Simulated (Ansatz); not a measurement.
**Cl$_{2}$H$_{3}$NSi···H$_{2}$: density, localisation and related maps**

```yaml
atoms:
  - { symbol: Si, position_ang: [-1.1897, -0.1288, -0.2826] }
  - { symbol: H, position_ang: [2.8200, -1.0218, 0.8332] }
  - { symbol: Cl, position_ang: [-0.5733, -1.4426, -1.7226] }
  - { symbol: Cl, position_ang: [-1.3902, -1.0422, 1.5353] }
  - { symbol: H, position_ang: [-2.5434, 0.3035, -0.6751] }
  - { symbol: H, position_ang: [2.1806, -0.6919, 0.6325] }
  - { symbol: N, position_ang: [-0.0122, 1.0714, -0.1349] }
  - { symbol: H, position_ang: [0.1505, 1.5763, 0.7186] }
  - { symbol: H, position_ang: [0.5578, 1.3763, -0.9044] }
```

The product side of a reaction path; geometry: PBE0-D4/def2-TZVP.

The calculation used RKS PBE0-D4/def2-TZVPP (Ansatz 0.2.0).

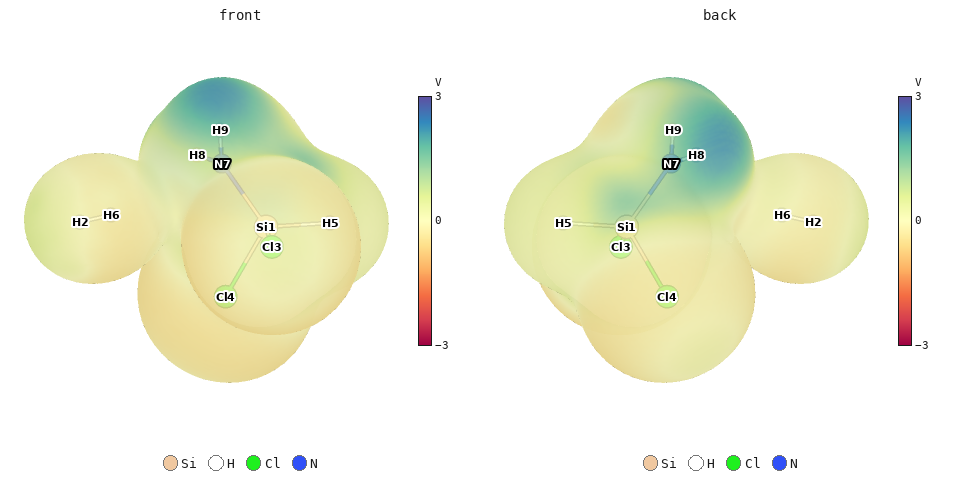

Figure 1. The molecular electrostatic potential painted on the density surface at 0.002 e/bohr³, seen from the front and from behind; the colour scale runs from red (negative) to blue (positive).

> Where is the surface potential most negative and most positive?

The most negative region (about −0.5 V) lies over Cl3 and Cl4, the most positive (about +2.2 V) over H8 and H9. Cl3 shows a σ-hole: about +0.2 V at the tip opposite its bond, against about −0.3 V on its flanks. Cl4 shows a σ-hole: about +0.2 V at the tip opposite its bond, against about −0.3 V on its flanks.

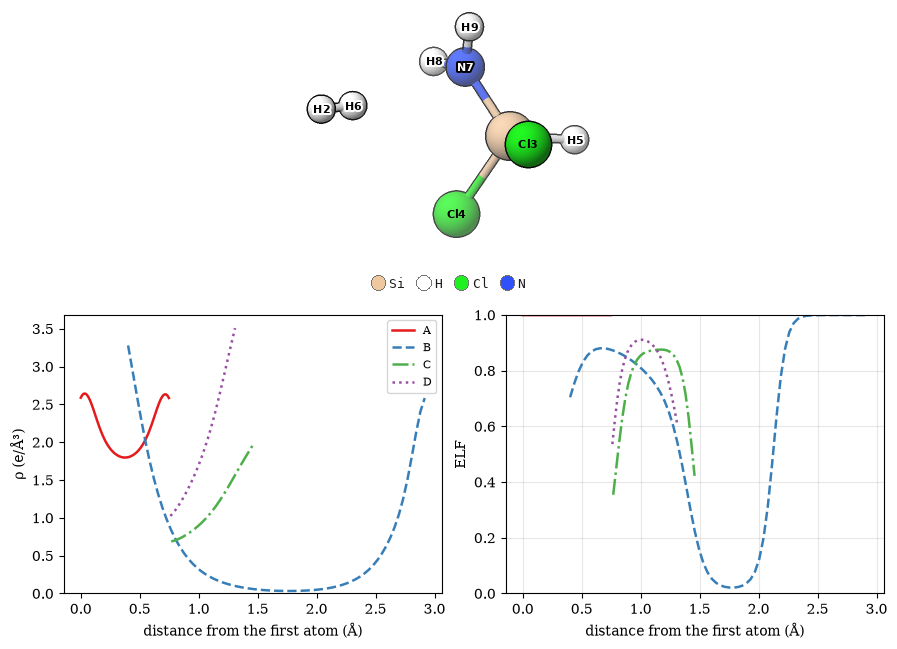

Figure 2. Total electron density and electron localisation function along straight lines between neighbouring atoms. The curves leave out the atomic cores. The structure is drawn too.

> Which curve belongs to which contact (H–H, N–H, Si–Cl and Si–N)? The first atom named is at distance zero.

Curve A: H–H (0.75 Å): the density is about 1.8 e/Å³ at the midpoint; the ELF is about 1 at the midpoint. Curve B: N7···H6 (2.92 Å): the density falls to about 0.03 e/Å³ on the way; the ELF dips to about 0 between them (a weak contact between the two molecules). Curve C: Si–Cl (2.04 Å): ρ is about 0.93 e/Å³ halfway; the ELF peaks at about 0.90 between the atoms; a shared but strongly polarised pair. Curve D: Si–N (1.69 Å): ρ is about 1.2 e/Å³ halfway; the ELF peaks at about 0.90 between the atoms; a polar covalent bond.

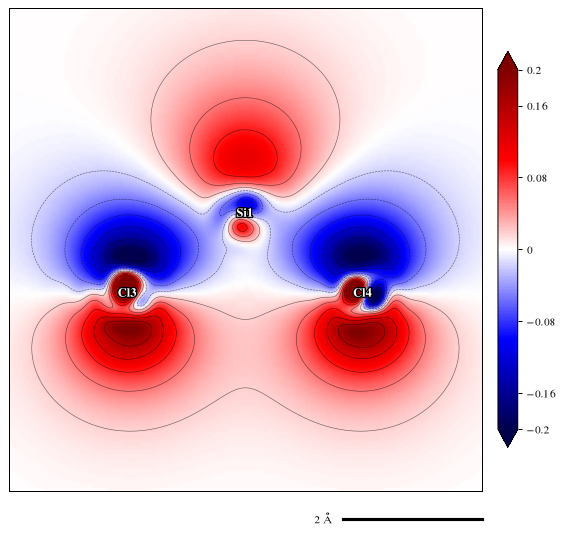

Figure 3. The HOMO−1 on the plane of atoms Cl3, Si1 and Cl4 (values in Å⁻³ᐟ²; the overall sign is arbitrary).

> What is the character of this orbital?

Its weight (Hirshfeld) is mainly on Cl4 (about 35 %), Cl3 (about 35 %), H5 (about 15 %) and Si1 (about 15 %). Its energy is −9.13 eV.
